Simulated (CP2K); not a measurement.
**SiCl3F (trichlorofluorosilane) at MNDOD**

What is the energy difference between two shapes of SiCl3F (trichlorofluorosilane) at MNDOD? 

The calculation is run with CP2K 2026.2.

3 further runs of the same task are left out: 1 that didn't finish, 2 set aside as unsound or not needed.

## 1. The structure to begin with

The species is SiCl3F (5 atoms), meant as a singlet with charge 0. SMILES: `F[Si](Cl)(Cl)Cl`. The shape is that of a GFN2-xTB optimisation.

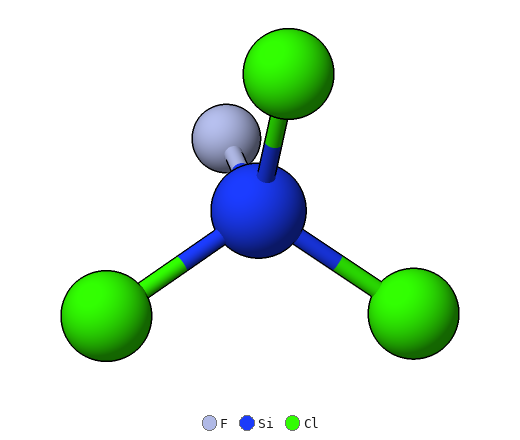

The structure, seen from a chosen angle (fluorine light blue, silicon blue, chlorine green).

## 2. Energy and gradient at MNDOD

Input file calc.inp:

```
&FORCE_EVAL
   METHOD QS
   &DFT
      &QS
         METHOD MNDOD
         EPS_DEFAULT 1.0E-10
         &SE
            &COULOMB
               CUTOFF [angstrom] 50
               RC_RANGE [angstrom] 0
            &END COULOMB
            &EXCHANGE
               CUTOFF [angstrom] 50
               RC_RANGE [angstrom] 0
            &END EXCHANGE
         &END SE
      &END QS
      &POISSON
         PERIODIC NONE
         POISSON_SOLVER ANALYTIC
      &END POISSON
      &SCF
         SCF_GUESS ATOMIC
         EPS_SCF 1.0E-07
         MAX_SCF 150
         ADDED_MOS 2
         &DIAGONALIZATION
            ALGORITHM STANDARD
         &END DIAGONALIZATION
         &MIXING
            METHOD DIRECT_P_MIXING
            ALPHA 0.4
         &END MIXING
      &END SCF
      &PRINT
         &MOMENTS
            PERIODIC F
            REFERENCE COM
            MAX_MOMENT 1
         &END MOMENTS
         &MO ON
            ENERGIES T
            OCCUPATION_NUMBERS T
            NDIGITS 6
            &EACH
               QS_SCF 0
            &END EACH
            ADD_LAST NUMERIC
         &END MO
         &HIRSHFELD OFF
         &END HIRSHFELD
      &END PRINT
   &END DFT
   &SUBSYS
      &CELL
         ABC 14.8 14.7 14.5
         PERIODIC NONE
      &END CELL
      &COORD
         F      0.850990    -0.901950     1.033180
         Si     0.000380    -0.003370     0.002190
         Cl    -1.593730     0.627860     1.018820
         Cl    -0.465290    -1.210000    -1.514930
         Cl     1.207640     1.487450    -0.539260
      &END COORD
      &TOPOLOGY
         &CENTER_COORDINATES
         &END CENTER_COORDINATES
      &END TOPOLOGY
   &END SUBSYS
   &PRINT
      &FORCES ON
      &END FORCES
   &END PRINT
&END FORCE_EVAL

&GLOBAL
   PROJECT calc
   RUN_TYPE ENERGY_FORCE
   PRINT_LEVEL MEDIUM
&END GLOBAL
```

Command:

```bash
OMP_NUM_THREADS=1 cp2k.psmp -i calc.inp -o calc.out
```

Log:

```text
CP2K| version string:                                       CP2K version 2026.2
[...]
 GLOBAL| Method name                                                        CP2K
[...]
 GLOBAL| Run type                                                   ENERGY_FORCE
[...]
                             - Atoms:                                          5
[...]
                             - Spherical basis functions:                     40
[...]
 Number of electrons:                                                         32
[...]
     1 P_Mix/Diag. 0.40E+00    0.0     0.57768541       -46.6062036045 -4.66E+01
[...]
    16 DIIS/Diag.  0.34E-07    0.0     0.00000007       -50.2102645801 -1.99E-13
  *** SCF run converged in    16 steps ***
  Core-core repulsion energy [eV]:                           2069.14239065520633
  Core Hamiltonian energy [eV]:                             -2298.73694588831222
  Two-electron integral energy [eV]:                        -2273.39245559202391
  Electronic energy [eV]:                                   -3435.43317368432417
  Total energy [eV]:                                        -1366.29078302911762
  Atomic reference energy [eV]:                              1357.68189542718505
  Heat of formation [kcal/mol]:                              -198.52568005296115
[...]
 SE_DIPOLE| Moment [Debye]          0.51478282      -0.52028534       0.60876617
 SE_DIPOLE| Derivative [a.u.]       0.00000000       0.00000000       0.00000000
 ENERGY| Total FORCE_EVAL ( QS ) energy [hartree]            -50.210264580128104
 FORCES| Atomic forces [hartree/bohr]
 FORCES|   Atom     x               y               z               |f|
 FORCES|      1  4.57070835E-02 -4.85583432E-02  5.55463635E-02   8.67896807E-02
 FORCES|      2 -2.35785653E-02  2.48833254E-02 -2.87160508E-02   4.47184548E-02
 FORCES|      3 -2.91916848E-02  1.30324726E-02  1.35289624E-02   3.47135799E-02
 FORCES|      4 -1.04881365E-02 -1.70683075E-02 -2.80331590E-02   3.44555675E-02
 FORCES|      5  1.75513033E-02  2.77108527E-02 -1.23261161E-02   3.50410151E-02
 FORCES| Sum     1.27675648E-15 -4.99600361E-16 -4.44089210E-16
 FORCES| Total atomic force                                       1.44115331E-15
[...]
```

It took 0.42 s on 1 thread of Arm Neoverse N1, shared host; peak memory 0.14 GiB.

## 3. The distorted shape

Input file calc.inp:

```
&global
    project_name calc
    run_type ENERGY_FORCE
    print_level MEDIUM
&end global
&force_eval
    method QUICKSTEP
    &dft
        charge 0
        multiplicity 1
        &qs
            method MNDOD
            eps_default 1.0E-10
            &se
                &coulomb
                    cutoff [angstrom] 50
                    rc_range [angstrom] 0
                &end coulomb
                &exchange
                    cutoff [angstrom] 50
                    rc_range [angstrom] 0
                &end exchange
            &end se
        &end qs
        &poisson
            periodic NONE
            poisson_solver ANALYTIC
        &end poisson
        &scf
            scf_guess ATOMIC
            eps_scf 1.0E-07
            max_scf 150
            added_mos 2
            &diagonalization
                algorithm STANDARD
            &end diagonalization
            &mixing
                method DIRECT_P_MIXING
                alpha 0.4
            &end mixing
        &end scf
        &print
            &moments
                periodic F
                reference COM
                max_moment 1
            &end moments
            &mo ON
                energies T
                occupation_numbers T
                ndigits 6
                &each
                    qs_scf 0
                &end each
                add_last NUMERIC
            &end mo
            &hirshfeld OFF
            &end hirshfeld
        &end print
    &end dft
    &subsys
        &cell
            abc [angstrom] 14.8 14.6 14.6
            periodic NONE
        &end cell
        &coord
            F      0.831424    -0.907824     1.045959
            Si     0.020321     0.005469    -0.007950
            Cl    -1.577511     0.637277     0.979551
            Cl    -0.475134    -1.179344    -1.505088
            Cl     1.179887     1.465829    -0.518136
        &end coord
        &topology
            &center_coordinates
            &end center_coordinates
        &end topology
    &end subsys
    &print
        &forces ON
        &end forces
    &end print
&end force_eval
```

Command:

```bash
OMP_NUM_THREADS=1 cp2k.psmp -i calc.inp -o calc.out
```

Log:

```text
CP2K| version string:                                       CP2K version 2026.2
[...]
 GLOBAL| Method name                                                        CP2K
[...]
 GLOBAL| Run type                                                   ENERGY_FORCE
[...]
                             - Atoms:                                          5
[...]
                             - Spherical basis functions:                     40
[...]
 Number of electrons:                                                         32
[...]
     1 P_Mix/Diag. 0.40E+00    0.0     0.56940071       -46.5398723642 -4.65E+01
[...]
    16 DIIS/Diag.  0.40E-07    0.0     0.00000006       -50.2023612348 -1.49E-13
  *** SCF run converged in    16 steps ***
  Core-core repulsion energy [eV]:                           2090.02862626814613
  Core Hamiltonian energy [eV]:                             -2298.74425322769412
  Two-electron integral energy [eV]:                        -2314.72019020986545
  Electronic energy [eV]:                                   -3456.10434833262707
  Total energy [eV]:                                        -1366.07572206448071
  Atomic reference energy [eV]:                              1357.68189542718505
  Heat of formation [kcal/mol]:                              -193.56625599824295
[...]
 SE_DIPOLE| Moment [Debye]          0.17929858      -0.74027913       0.82957118
 SE_DIPOLE| Derivative [a.u.]       0.00000000       0.00000000       0.00000000
 ENERGY| Total FORCE_EVAL ( QS ) energy [hartree]            -50.202361234757234
 FORCES| Atomic forces [hartree/bohr]
 FORCES|   Atom     x               y               z               |f|
 FORCES|      1  4.47413288E-02 -4.95679302E-02  5.57386818E-02   8.69802671E-02
 FORCES|      2 -3.48038037E-02  3.64736971E-03 -1.37599520E-02   3.76024512E-02
 FORCES|      3 -3.94877949E-02  1.65722035E-02  2.03538327E-02   4.74152126E-02
 FORCES|      4 -1.33710702E-02 -2.74106053E-02 -3.98003549E-02   5.01417496E-02
 FORCES|      5  4.29213400E-02  5.67589623E-02 -2.25322077E-02   7.46426260E-02
 FORCES| Sum     1.94289029E-16  7.21644966E-16  4.44089210E-16
 FORCES| Total atomic force                                       8.69330150E-16
[...]
```

It took 0.42 s on 1 thread of Arm Neoverse N1, shared host; peak memory 0.14 GiB.

## 4. Summary of results

At MNDOD:

```
                                                  quantity            value
                                 first shape: total energy     -50.21026 Eh
                                first shape: dipole moment           0.95 D
                                  first shape: HOMO energy        -12.18 eV
                                  first shape: LUMO energy         -0.59 eV
                                first shape: HOMO–LUMO gap         11.59 eV
    first shape: heat of formation at this unrelaxed shape  -198.5 kcal/mol
                     first shape: largest force on an atom       4.463 eV/Å
                             distorted shape: total energy     -50.20236 Eh
                            distorted shape: dipole moment           1.13 D
                              distorted shape: HOMO energy        -12.17 eV
                              distorted shape: LUMO energy         -0.32 eV
                            distorted shape: HOMO–LUMO gap         11.84 eV
distorted shape: heat of formation at this unrelaxed shape  -193.6 kcal/mol
                 distorted shape: largest force on an atom       4.473 eV/Å
                    energy change with the atoms displaced         0.215 eV
```

**Reading.** With the atoms displaced the energy rises by 0.22 eV (20.8 kJ/mol). The first shape isn't relaxed at this level, so the change isn't measured from a minimum. The largest force (first shape) is 4.46 eV/Å: the shape isn't a stationary point for this species at this level.
